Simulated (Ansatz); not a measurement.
# CH8SeSi2: a ladder of functionals and wavefunction methods, part 1 of 2

Aim: compute CH8SeSi2 with functionals from several rungs and with coupled cluster. The yardstick is the atomisation energy at the CCSD(T) limit.

The runs use Ansatz 0.2.0, Gaussian basis; functionals in def2-TZVPP, the program's frozen cores in correlated methods.

Plan: PBE-D4, r2SCAN-D4, PBE0-D4, B3LYP-D4, ωB97X-V, ωB97M-V, B2PLYP; CCSD(T)/def2-TZVPP; MP2/def2-QZVPP; extrapolation to the limit.

## (1) Structure used throughout

An earlier PBE0-D4 in a triple-zeta def2 set relaxation fixed the geometry.

SMILES `C[SiH2][SiH2][SeH]`, 12 atoms, charge 0, spin multiplicity 1.

Atoms are counted from 1 here; the program's logs count them from 0.

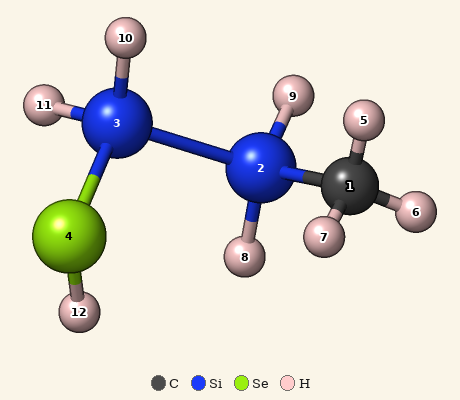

The geometry (carbon dark grey, silicon blue, selenium green, hydrogen pink); atoms are numbered from 1 in the order of the file.

## (2) PBE-D4 (GGA)

Contents of in.yaml:

```yaml
crystal:
  periodic: [false, false, false]
  atoms:
    - {symbol: C, position_ang: [-0.945166, 1.580515, -0.165082]}
    - {symbol: Si, position_ang: [-0.253522, 0.276019, 0.987045]}
    - {symbol: Si, position_ang: [1.365372, -1.001136, -0.114478]}
    - {symbol: Se, position_ang: [0.420261, -1.952864, -1.974462]}
    - {symbol: H, position_ang: [-0.167825, 2.290897, -0.454409]}
    - {symbol: H, position_ang: [-1.753994, 2.134615, 0.316052]}
    - {symbol: H, position_ang: [-1.335027, 1.115153, -1.072863]}
    - {symbol: H, position_ang: [-1.327500, -0.661815, 1.424438]}
    - {symbol: H, position_ang: [0.330398, 0.896893, 2.210601]}
    - {symbol: H, position_ang: [2.457170, -0.160147, -0.675340]}
    - {symbol: H, position_ang: [1.977653, -2.035978, 0.762915]}
    - {symbol: H, position_ang: [-0.690821, -2.537150, -1.210416]}
basis:
  gaussian: {orbitals: def2-TZVPP}
hamiltonian: {xc: pbe, dispersion: d4}
output: {forces: true, orbitals: {seedname: orbitals}}
```

Launch:

```bash
ansatz run in.yaml --threads 4 --pin off --events-out ev --progress --plain --max-ram 10444MiB
```

Output, shortened:

```text
Functional definition: PBE
  name "PBE"
  cite "Perdew, Burke & Ernzerhof, Phys. Rev. Lett. 77, 3865 (1996) doi:10.1103/PhysRevLett.77.3865"
  parent pbe
[...]
1615 factors; their error is unknown
[...]
mean field -82254.38937692 eV, -3022.7930555742 hartree, gradient 4.6e-5 eV, S^2 0.000000; 0 other end points of the search recorded, 0 dependent functions left out
[...]
reference -82254.38942540 eV, -3022.7930573557 hartree; 38, 38 occupied and 237, 237 virtual orbitals, 1615 factors
Total energy: -82254.69109576 eV, -3022.8041435370 hartree
Atom 0 at    -0.945166     1.580515    -0.165082 Å, force     0.003667    -0.013723     0.017740 eV/Å
Atom 1 at    -0.253522     0.276019     0.987045 Å, force     0.080229    -0.058281    -0.013427 eV/Å
Atom 2 at     1.365372    -1.001136    -0.114478 Å, force    -0.073271     0.041276     0.108789 eV/Å
Atom 3 at     0.420261    -1.952864    -1.974462 Å, force     0.114466     0.019716    -0.330908 eV/Å
Atom 4 at    -0.167825     2.290897    -0.454409 Å, force     0.142674     0.136846    -0.058241 eV/Å
Atom 5 at    -1.753994     2.134615     0.316052 Å, force    -0.154293     0.108853     0.086521 eV/Å
Atom 6 at    -1.335027     1.115153    -1.072863 Å, force    -0.071872    -0.083984    -0.171628 eV/Å
Atom 7 at    -1.327500    -0.661815     1.424438 Å, force    -0.103999    -0.096796     0.047316 eV/Å
Atom 8 at     0.330398     0.896893     2.210601 Å, force     0.054051     0.064262     0.132834 eV/Å
Atom 9 at     2.457170    -0.160147    -0.675340 Å, force     0.116053     0.084920    -0.064480 eV/Å
Atom 10 at     1.977653    -2.035978     0.762915 Å, force     0.082901    -0.105182     0.103092 eV/Å
Atom 11 at    -0.690821    -2.537150    -1.210416 Å, force    -0.190605    -0.097908     0.142391 eV/Å
Dipole moment:    -0.124908     0.184009     0.102261 e Å
```

Run time: 1.3 s. Hardware: 4 threads of AMD EPYC 9R45, shared host; peak memory 0.43 GiB.

With the free atoms at this level, -82215.491 eV in sum, the atomisation energy is 3782.2 kJ/mol. HOMO -5.77 eV, LUMO -1.22 eV.

## (3) r2SCAN-D4 (meta-GGA)

in.yaml, as its differences from that of step 2:

```diff
@@ -17,3 +17,3 @@
   gaussian: {orbitals: def2-TZVPP}
-hamiltonian: {xc: pbe, dispersion: d4}
+hamiltonian: {xc: r2scan, dispersion: d4}
 output: {forces: true, orbitals: {seedname: orbitals}}
```

The command is unchanged.

Output, shortened:

```text
Functional definition: r2SCAN
  name "r2SCAN"
  cite "Furness, Kaplan, Ning, Perdew & Sun, J. Phys. Chem. Lett. 11, 8208 (2020) doi:10.1021/acs.jpclett.0c02405"
  cite "Furness, Kaplan, Ning, Perdew & Sun, J. Phys. Chem. Lett. 11, 9248 (2020) doi:10.1021/acs.jpclett.0c03077"
  parent r2scan
[...]
1615 factors; their error is unknown
[...]
mean field -82271.78493280 eV, -3023.4323304615 hartree, gradient 6.5e-5 eV, S^2 0.000000; 0 other end points of the search recorded, 0 dependent functions left out
[...]
reference -82271.78494747 eV, -3023.4323310008 hartree; 38, 38 occupied and 237, 237 virtual orbitals, 1615 factors
Total energy: -82271.85962473 eV, -3023.4350753394 hartree
Atom 0 at    -0.945166     1.580515    -0.165082 Å, force    -0.010272     0.008355    -0.002741 eV/Å
Atom 1 at    -0.253522     0.276019     0.987045 Å, force     0.013924    -0.017872     0.030890 eV/Å
Atom 2 at     1.365372    -1.001136    -0.114478 Å, force     0.025194     0.003945     0.035096 eV/Å
Atom 3 at     0.420261    -1.952864    -1.974462 Å, force    -0.028934    -0.032480    -0.041578 eV/Å
Atom 4 at    -0.167825     2.290897    -0.454409 Å, force    -0.024388    -0.006076    -0.003364 eV/Å
Atom 5 at    -1.753994     2.134615     0.316052 Å, force     0.014602    -0.001928    -0.021025 eV/Å
Atom 6 at    -1.335027     1.115153    -1.072863 Å, force     0.003845     0.026010     0.018788 eV/Å
Atom 7 at    -1.327500    -0.661815     1.424438 Å, force     0.012964     0.015040    -0.002237 eV/Å
Atom 8 at     0.330398     0.896893     2.210601 Å, force    -0.015747    -0.004643    -0.009766 eV/Å
Atom 9 at     2.457170    -0.160147    -0.675340 Å, force    -0.011889    -0.014607     0.010065 eV/Å
Atom 10 at     1.977653    -2.035978     0.762915 Å, force     0.006099     0.016605    -0.004451 eV/Å
Atom 11 at    -0.690821    -2.537150    -1.210416 Å, force     0.014603     0.007650    -0.009676 eV/Å
Dipole moment:    -0.127285     0.190751     0.122278 e Å
```

It took 2 s on 4 threads of AMD EPYC 9R45, shared host; peak memory 0.46 GiB.

Atomisation energy: 3793.7 kJ/mol (free atoms -82232.541 eV, run apart). HOMO -6.04 eV, LUMO -0.96 eV.

## (4) PBE0-D4 (hybrid)

in.yaml, as its differences from that of step 3:

```diff
@@ -17,3 +17,3 @@
   gaussian: {orbitals: def2-TZVPP}
-hamiltonian: {xc: r2scan, dispersion: d4}
-output: {forces: true, orbitals: {seedname: orbitals}}
+hamiltonian: {xc: pbe0, dispersion: d4}
+output: {orbitals: {seedname: orbitals}}
```

The command is unchanged.

Output:

```text
Functional definition: PBE0
  name "PBE0"
  cite "Adamo & Barone, J. Chem. Phys. 110, 6158 (1999) doi:10.1063/1.478522"
  cite "Perdew, Burke & Ernzerhof, Phys. Rev. Lett. 77, 3865 (1996) doi:10.1103/PhysRevLett.77.3865"
  parent pbe
  parameter a = 0.25
  parameter kappa = 0.804
  parameter beta = 0.06672455060314922
  exchange = (1 - a)*pbe_x(kappa = kappa, mu = beta*pi^2/3) + a*exact_x
  correlation = pbe_c(beta = beta)
1646 factors; their error is unknown
mean field evaluation 1: about -82252.8957 eV, gradient 4.7e1 eV
mean field evaluation 2: about -82250.8584 eV, gradient 5.1e1 eV
mean field evaluation 4: about -82258.0156 eV, gradient 1.4e0 eV
mean field evaluation 8: about -82258.0178 eV, gradient 2.5e-2 eV
mean field evaluation 16: about -82258.4591 eV, gradient 1.1e-4 eV
mean field -82258.45912565 eV, -3022.9426160815 hartree, gradient 1.1e-5 eV, S^2 0.000000; 0 other end points of the search recorded, 0 dependent functions left out
reference -82258.45916202 eV, -3022.9426174181 hartree; 38, 38 occupied and 237, 237 virtual orbitals, 1646 factors
Total energy: -82258.71950243 eV, -3022.9521847516 hartree
```

Wall time 1.8 s (4 threads of AMD EPYC 9R45, shared host); peak memory 0.92 GiB.

Atomisation energy: 3766.3 kJ/mol (free atoms -82219.684 eV, run apart). HOMO -6.88 eV, LUMO -0.40 eV.

## (5) B3LYP-D4 (hybrid)

B3LYP here takes the VWN-RPA correlation.

in.yaml, as its differences from that of step 4:

```diff
@@ -17,3 +17,3 @@
   gaussian: {orbitals: def2-TZVPP}
-hamiltonian: {xc: pbe0, dispersion: d4}
-output: {orbitals: {seedname: orbitals}}
+hamiltonian: {xc: {name: B3LYP}, dispersion: d4}
+output: {forces: true, orbitals: {seedname: orbitals}}
```

The command is unchanged.

Output, shortened:

```text
Functional definition: B3LYP
  name "B3LYP"
  cite "Stephens, Devlin, Chabalowski & Frisch, J. Phys. Chem. 98, 11623 (1994) doi:10.1021/j100096a001"
  cite "Becke, Phys. Rev. A 38, 3098 (1988) doi:10.1103/PhysRevA.38.3098"
  cite "Lee, Yang & Parr, Phys. Rev. B 37, 785 (1988) doi:10.1103/PhysRevB.37.785"
  cite "Vosko, Wilk & Nusair, Can. J. Phys. 58, 1200 (1980) doi:10.1139/p80-159"
[...]
1643 factors; their error is unknown
[...]
mean field -82276.59580807 eV, -3023.6091268669 hartree, gradient 3.9e-5 eV, S^2 0.000000; 0 other end points of the search recorded, 0 dependent functions left out
[...]
reference -82276.59611757 eV, -3023.6091382409 hartree; 38, 38 occupied and 237, 237 virtual orbitals, 1643 factors
Total energy: -82277.08495368 eV, -3023.6271026366 hartree
Atom 0 at    -0.945166     1.580515    -0.165082 Å, force    -0.045498     0.065454    -0.064095 eV/Å
[...]
Atom 2 at     1.365372    -1.001136    -0.114478 Å, force     0.216305     0.049415     0.142509 eV/Å
Atom 3 at     0.420261    -1.952864    -1.974462 Å, force    -0.049186    -0.071228    -0.177662 eV/Å
Atom 4 at    -0.167825     2.290897    -0.454409 Å, force    -0.047572    -0.020933     0.002939 eV/Å
Atom 5 at    -1.753994     2.134615     0.316052 Å, force     0.036157    -0.012521    -0.040860 eV/Å
Atom 6 at    -1.335027     1.115153    -1.072863 Å, force     0.013985     0.044553     0.044990 eV/Å
Atom 7 at    -1.327500    -0.661815     1.424438 Å, force     0.061250     0.061780    -0.024796 eV/Å
Atom 8 at     0.330398     0.896893     2.210601 Å, force    -0.040265    -0.029208    -0.069112 eV/Å
Atom 9 at     2.457170    -0.160147    -0.675340 Å, force    -0.059144    -0.050565     0.040476 eV/Å
Atom 10 at     1.977653    -2.035978     0.762915 Å, force    -0.031045     0.066729    -0.047522 eV/Å
Atom 11 at    -0.690821    -2.537150    -1.210416 Å, force    -0.044349    -0.029827     0.005986 eV/Å
Dipole moment:    -0.112930     0.186790     0.127007 e Å
```

It took 2.6 s on 4 threads of AMD EPYC 9R45, shared host; peak memory 0.96 GiB.

With the free atoms at this level, -82237.885 eV in sum, the atomisation energy is 3782.2 kJ/mol. HOMO -6.65 eV, LUMO -0.58 eV.

## (6) ωB97X-V (range-separated)

in.yaml, as its differences from that of step 5:

```diff
@@ -17,3 +17,3 @@
   gaussian: {orbitals: def2-TZVPP}
-hamiltonian: {xc: {name: B3LYP}, dispersion: d4}
-output: {forces: true, orbitals: {seedname: orbitals}}
+hamiltonian: {xc: {name: wB97X-V}}
+output: {orbitals: {seedname: orbitals}}
```

Launched as before.

Output, shortened:

```text
Functional definition: wB97X-V
  name "wB97X-V"
  cite "Mardirossian & Head-Gordon, Phys. Chem. Chem. Phys. 16, 9904 (2014) doi:10.1039/C3CP54374A"
  cite "Becke, J. Chem. Phys. 107, 8554 (1997) doi:10.1063/1.475007"
  cite "Vydrov & Van Voorhis, J. Chem. Phys. 133, 244103 (2010) doi:10.1063/1.3521275"
[...]
      + integral(e_c_pw_opposite_spin*poly(b97_u_opposite, cos0, cos1)) + vv10(b, c)
1643 factors; their error is unknown
371 factors; integrals over basis functions are off by at most 1.0e-5 eV
[...]
mean field -82265.51255597 eV, -3023.2018248647 hartree, gradient 6.9e-5 eV, S^2 0.000000; 0 other end points of the search recorded, 0 dependent functions left out
reference -82265.51255354 eV, -3023.2018247756 hartree; 38, 38 occupied and 237, 237 virtual orbitals, 1643 factors
Total energy: -82265.51255354 eV, -3023.2018247756 hartree
```

Wall time 3.9 s (4 threads of AMD EPYC 9R45, shared host); peak memory 1.1 GiB.

Atomisation energy: 3812.3 kJ/mol (free atoms -82226.001 eV, run apart). HOMO -9.13 eV, LUMO 1.60 eV.

(Continued in part 2 of 2.)
